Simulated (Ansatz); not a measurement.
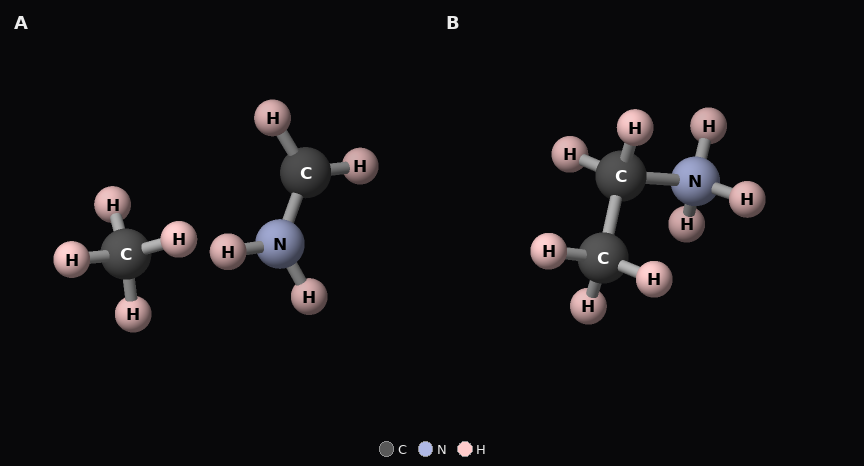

2 stationary structures of one formula. State: charge +1, singlet. Geometries: PBE-D4/def2-SVP. Electronic energies: PBE-D4/def2-SVP (Ansatz 0.2.0), without zero-point energy. No frequency run is at hand to confirm each as a minimum. Each is one conformer, not always the lowest.

Question: Rank them by energy, lowest first.

Answer: B is lowest; A lies 1.202 eV above it.
